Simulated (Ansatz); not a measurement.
# Cl$_{2}$H$_{3}$O$_{3}$Ta: what the fields show

```xyz
9

Ta   -0.1403   -0.0714   -0.0145
Cl    2.2087   -0.1218   -0.0627
Cl   -0.0427    0.0690    2.4158
O    -0.2447   -0.1790   -1.8637
H    -0.2118   -0.2380   -2.8025
O    -1.0449    1.5782    0.0412
H    -1.3270    2.0989    0.7797
O    -1.1117   -1.6647    0.2323
H    -1.4121   -2.0827    1.0268
```

Core potentials replace the inner electrons of Ta.

Method: RHF/def2-SVP in Ansatz.

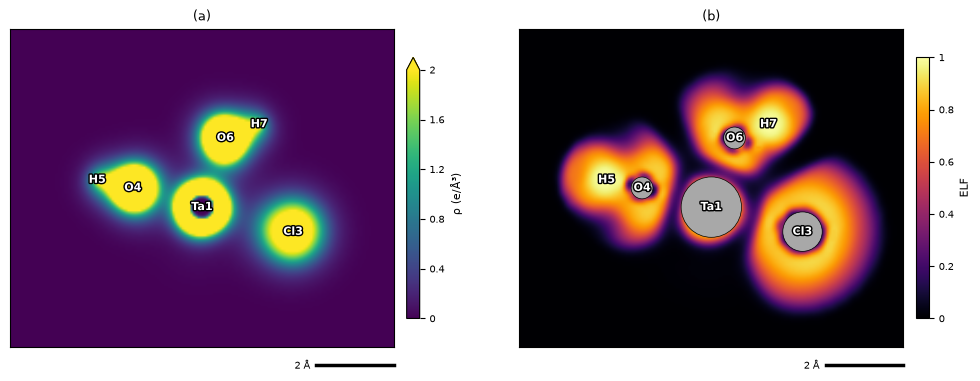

Figure 1. (a) electron density; (b) ELF on the plane of atoms Cl3, Ta1 and O6. Grey discs cover the atomic cores in the ELF map.

Question: Interpret the plot.

Answer: The section cuts through Ta, Cl, O and H sites. Ta–O (1.86 Å): ρ is about 1 e/Å³ halfway; the ELF peaks at about 0.85 in the valence shell of O, 0.5 Å from its nucleus, and is about 0.20 at the midpoint. O–H (0.94 Å): ρ is about 3.9 e/Å³ halfway; the ELF climbs to about 1 towards the hydrogen, as it does in any bond to H. Ta–Cl (2.44 Å): ρ is about 0.51 e/Å³ halfway; the ELF peaks at about 0.90 in the valence shell of Cl, 0.9 Å from its nucleus, and is about 0.35 at the midpoint.

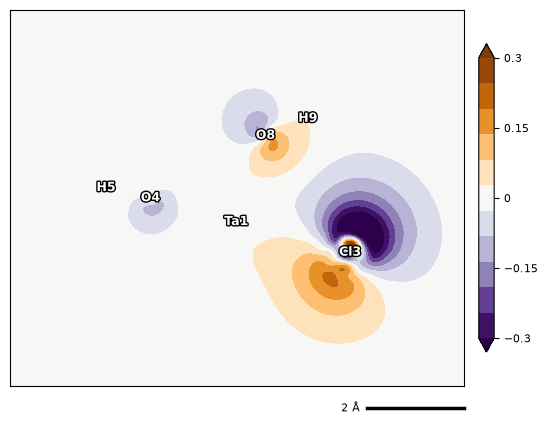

Figure 2. The HOMO on the plane of atoms Ta1, O8 and H9 (values in Å⁻³ᐟ²; the overall sign is arbitrary).

Question: Where does this orbital lie, and at what energy?

Answer: By Hirshfeld shares it lies mainly on Cl3 (about 65 %) and Cl2 (about 25 %). Its energy is −11.57 eV.

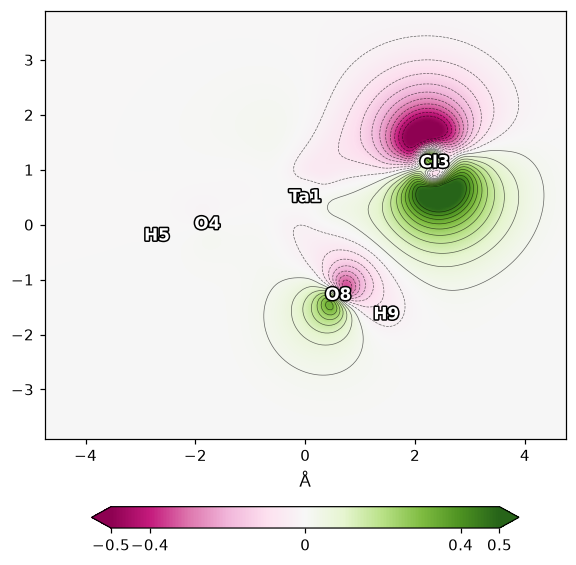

Figure 3. The HOMO−1 on the plane of atoms O4, Ta1 and O8 (values in Å⁻³ᐟ²; the overall sign is arbitrary).

Question: What is the character of this orbital?

Answer: Its weight (Hirshfeld) is mainly on Cl3 (about 80 %) and Cl2 (about 5 %); largely a lone pair of Cl3. Its energy is −11.85 eV.
